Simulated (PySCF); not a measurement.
# Run report: Si$_{2}$H$_{5}$Br, core-level calculation

The run: core-level calculation of Si$_{2}$H$_{5}$Br, SMILES [SiH3][SiH2]Br. Method and program: delta-SCF UKS HF, pcX-2 on the ionised atom, pcseg-1 elsewhere, spin-free X2C (PySCF 2.14.0).

Figures and captions count atoms from 1; the log counts them from 0 in places.

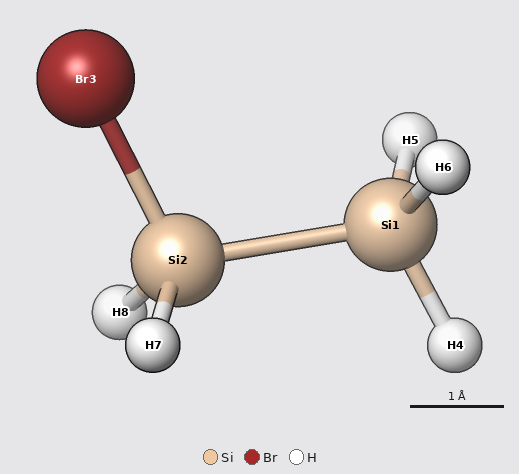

Fig. 1: The structure (ball-and-stick view, seen at a tilt; atoms are numbered from 1 in the order of the input).

Input:
```
{"job": {"kind": "xps", "xc": "HF"}, "charge": 0, "multiplicity": 1}
Si     0.538586    -0.062135     0.178504
Si    -1.720913    -0.634271     0.405971
Br    -2.927448     0.709197    -0.914872
H      1.364889    -0.928896     1.074863
H      0.961814    -0.267883    -1.238674
H      0.728757     1.369493     0.558243
H     -2.203329    -0.453178     1.806484
H     -1.982042    -2.040441    -0.020343
```

The first line tells a small driver script what to run in PySCF; the rest is the geometry in Å.

Machine: 1 CPU thread, shared host.

Launched with:
```bash
OMP_NUM_THREADS=1 python <driver script> task.json out
```

What the program printed:
```
ground state, core basis on atom 0 (Si), 130 functions
  cycle   1  E = -3178.79718677  |g| = 3.24e-01
  cycle   2  E = -3178.84207495  |g| = 1.24e-01
  cycle   3  E = -3178.84798556  |g| = 3.38e-02
  cycle   4  E = -3178.84869730  |g| = 4.36e-03
  cycle   5  E = -3178.84871120  |g| = 1.10e-03
  cycle   6  E = -3178.84871210  |g| = 3.33e-04
  E(ground) = -3178.84871210 Eh
hole in Si 1s of atom 0
  cycle   1  E = -3109.89730756  |g| = 4.32e+00
  cycle   2  E = -3110.85677746  |g| = 1.01e+00
  cycle   3  E = -3110.95527248  |g| = 7.63e-02
  cycle   4  E = -3110.95672125  |g| = 1.21e-02
  cycle   5  E = -3110.95682366  |g| = 4.42e-03
  cycle   6  E = -3110.95685412  |g| = 2.40e-03
  cycle   7  E = -3110.95686817  |g| = 1.36e-03
  cycle   8  E = -3110.95687474  |g| = 5.04e-04
  cycle   9  E = -3110.95687558  |g| = 1.42e-04
  E(ion) = -3110.95687558 Eh   <S^2> = 0.7553   hole on atom = 1.000   binding energy = 1847.431 eV
hole in Si 2p of atom 0
  cycle   1  E = -3174.60798936  |g| = 1.20e+00
  cycle   2  E = -3174.90630547  |g| = 3.95e-01
  cycle   3  E = -3174.93366701  |g| = 2.68e-02
  cycle   4  E = -3174.93419398  |g| = 1.00e-02
  cycle   5  E = -3174.93432657  |g| = 5.38e-03
  cycle   6  E = -3174.93439337  |g| = 2.69e-03
  cycle   7  E = -3174.93441510  |g| = 1.13e-03
  cycle   8  E = -3174.93441918  |g| = 4.16e-04
  E(ion) = -3174.93441918 Eh   <S^2> = 0.7632   hole on atom = 1.002   binding energy = 106.513 eV
  2p3/2 = 106.311 eV   2p1/2 = 106.905 eV
ground state, core basis on atom 1 (Si), 130 functions
  cycle   1  E = -3178.85082126  |g| = 7.25e-02
  cycle   2  E = -3178.85100236  |g| = 6.52e-03
  cycle   3  E = -3178.85101159  |g| = 1.66e-03
  cycle   4  E = -3178.85101269  |g| = 5.97e-04
  cycle   5  E = -3178.85101288  |g| = 1.21e-04
  E(ground) = -3178.85101288 Eh
hole in Si 1s of atom 1
  cycle   1  E = -3109.86384551  |g| = 4.32e+00
  cycle   2  E = -3110.78123794  |g| = 1.05e+00
  cycle   3  E = -3110.91975928  |g| = 1.37e-01
  cycle   4  E = -3110.92837558  |g| = 3.84e-02
  cycle   5  E = -3110.92929433  |g| = 6.09e-03
  cycle   6  E = -3110.92935943  |g| = 2.65e-03
  cycle   7  E = -3110.92937923  |g| = 1.42e-03
  cycle   8  E = -3110.92938700  |g| = 6.49e-04
  cycle   9  E = -3110.92938875  |g| = 2.30e-04
  E(ion) = -3110.92938875 Eh   <S^2> = 0.7558   hole on atom = 1.000   binding energy = 1848.242 eV
hole in Si 2p of atom 1
  cycle   1  E = -3174.57766592  |g| = 1.21e+00
  cycle   2  E = -3174.85145876  |g| = 4.52e-01
  cycle   3  E = -3174.90812531  |g| = 5.47e-02
  cycle   4  E = -3174.91006971  |g| = 1.89e-02
  cycle   5  E = -3174.91043675  |g| = 7.44e-03
  cycle   6  E = -3174.91060450  |g| = 5.38e-03
  cycle   7  E = -3174.91062783  |g| = 3.33e-03
  cycle   8  E = -3174.91066121  |g| = 1.18e-03
  cycle   9  E = -3174.91066700  |g| = 3.13e-04
  E(ion) = -3174.91066700 Eh   <S^2> = 0.7696   hole on atom = 1.002   binding energy = 107.222 eV
  2p3/2 = 107.004 eV   2p1/2 = 107.598 eV
```

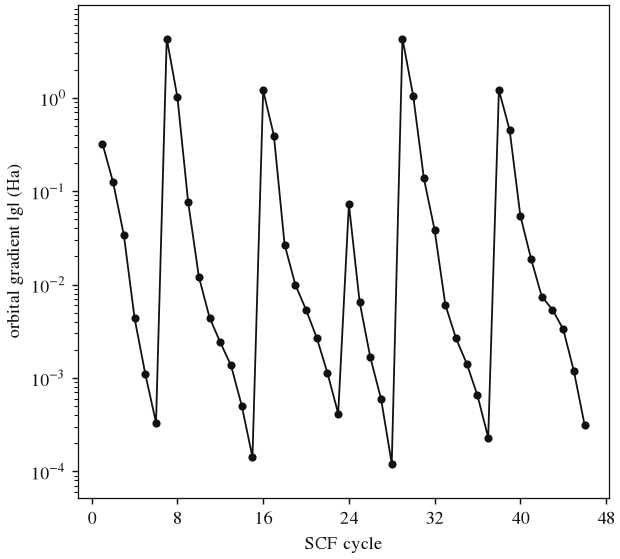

Fig. 2: Convergence of the self-consistent field: orbital gradient |g| against the SCF cycle. All cycles printed in the log are drawn one after another.

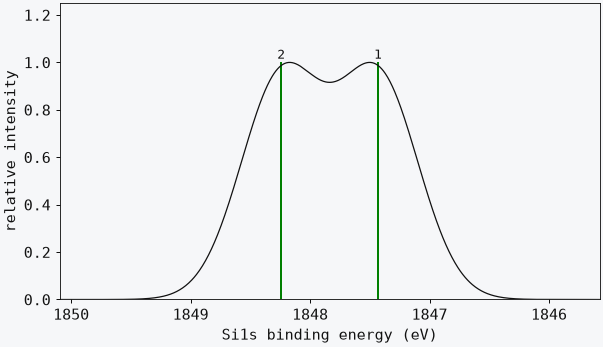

Fig. 3: Si1s binding energies by ΔSCF of the atoms computed, labelled by atom number, with a Gaussian envelope of 0.8 eV full width. They run from 1847.43 eV (atom 1) to 1848.24 eV (atom 2).

Key numbers:

| quantity | value |
| --- | --- |
| outcome | converged |
| wall time | 22 s |
| peak memory | 0.49 GiB |
